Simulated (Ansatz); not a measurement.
Consider CdS in the wurtzite structure (space group P6_3mc, No. 186; a = 4.164 Å, c = 6.769 Å).

Now apply this change: Se takes the place of S on all its sites, then cell and atoms are relaxed.

The values are results of r2SCAN (Ansatz, an electronic-structure program, PAW, no spin-orbit coupling), earlier PAW set, not measurements.

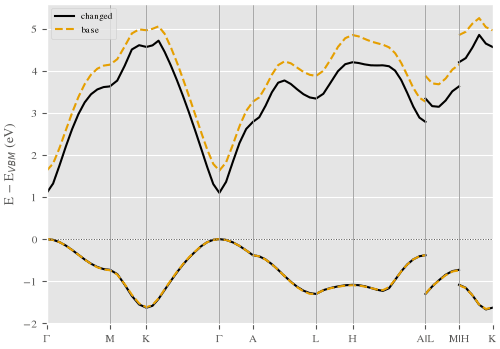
*Highest valence and lowest conduction band along the path, each from its own valence-band maximum*

The gap is 1.10 eV, direct at Γ; the base has 1.63 eV.

Whether these cells are dynamically stable was not tested.
